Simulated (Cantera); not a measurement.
A closed system holds: 1 mol SiC, 0.059 mol N2O, 490 mol H2, a varied amount of H2O, at 700 °C and 1.20 mbar.

Method: chemical equilibrium by Gibbs-energy minimisation in Cantera with the NASA 1993 tables (ideal gas, pure condensed phases). Candidate condensed phases: C, C6H6, C7H8, C8H18, H2O, Si, SiC, SiO2, Si2N2O, Si3N4; 151 gas species. Rates play no part.

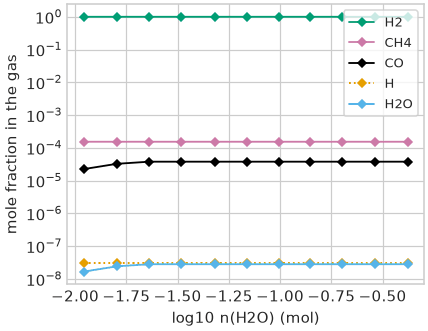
Figure: Equilibrium gas composition (values under 1e-9 drawn at 1e-9)

Task: Read off the mole fractions at 0.14 mol H2O.

Result: H2 about 1.00, CH4 about 0.00015, CO about 3.8e-5, H about 3.1e-8, H2O about 2.8e-8.
